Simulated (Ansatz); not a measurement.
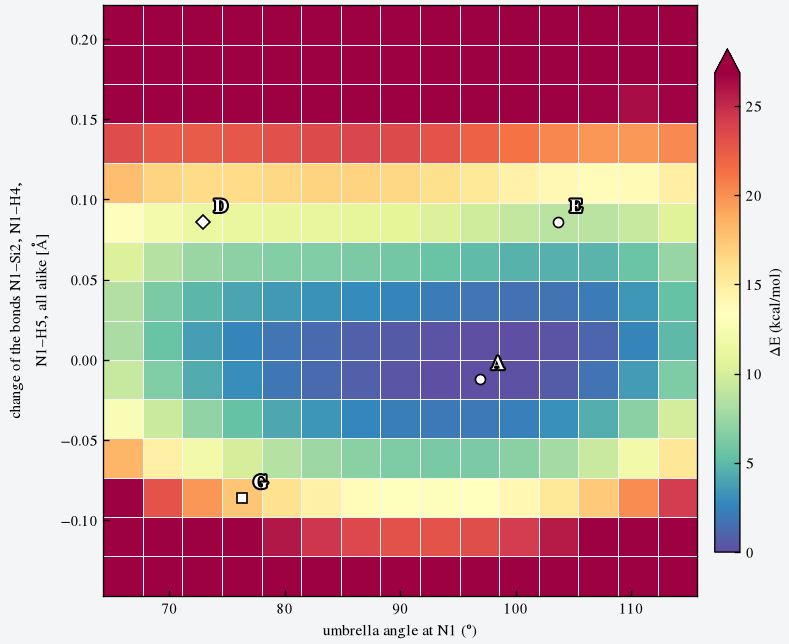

ClH₄NSi, SMILES N[SiH2]Cl. 
- First axis: umbrella angle at N1 (between each of its bonds and their common axis; 90 is planar). Second axis: change of the bonds N1–Si2, N1–H4, N1–H5, all alike.
- Nothing is relaxed (all other coordinates rigid).
- The grid has 15 × 15 points.
- Points are written as (first, second).
- All energies are given in kcal/mol relative to the lowest grid point.
- Computed with RHF/def2-TZVP (Ansatz 0.2.0).

The picture shows one coloured cell a grid point, one colour for all values above the top of the scale, lettered points.

Q: Is A the lowest point of the computed grid?

A: Yes. A, at (96.9°, −0.012 Å), has the lowest energy of the grid.

Q: What kind of point is each of A, D, E, G: minimum, saddle, maximum or slope?

A: A: minimum; D: on a slope; E: on a slope; G: on a slope. (In these two coordinates alone; a stationary point may lie a little off the grid point.)

Q: Rank the lettered points by energy, lowest first.

A: A (0.0 kcal/mol), E (8.8 kcal/mol), D (11.4 kcal/mol), G (17.5 kcal/mol).
